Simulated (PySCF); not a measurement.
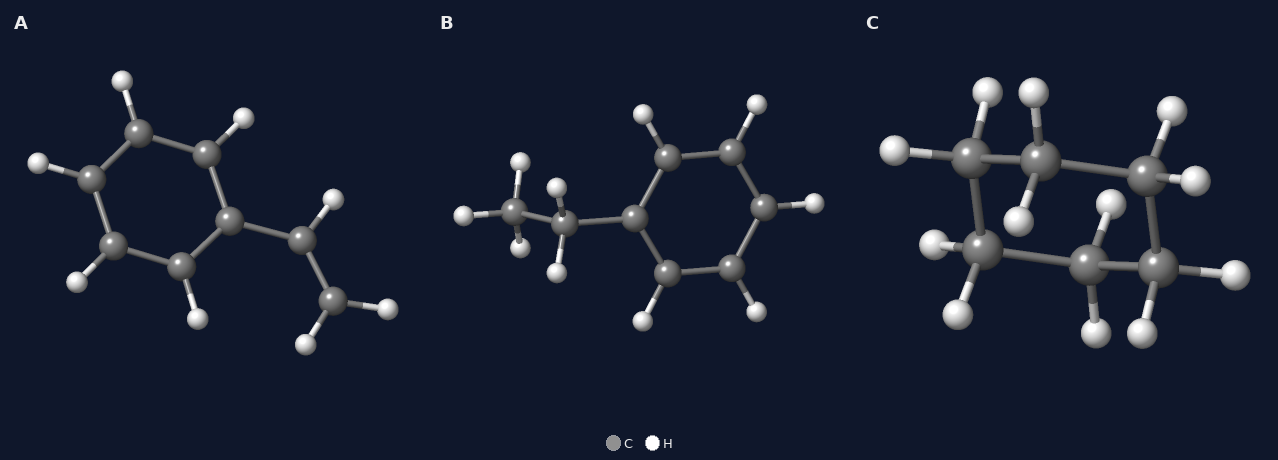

Source: calculation with PySCF.

Match each picture to its SMILES.
(1) C=Cc1ccccc1
(2) CCc1ccccc1
(3) C1CCCCC1

Answer. A is (1), B is (2), C is (3).
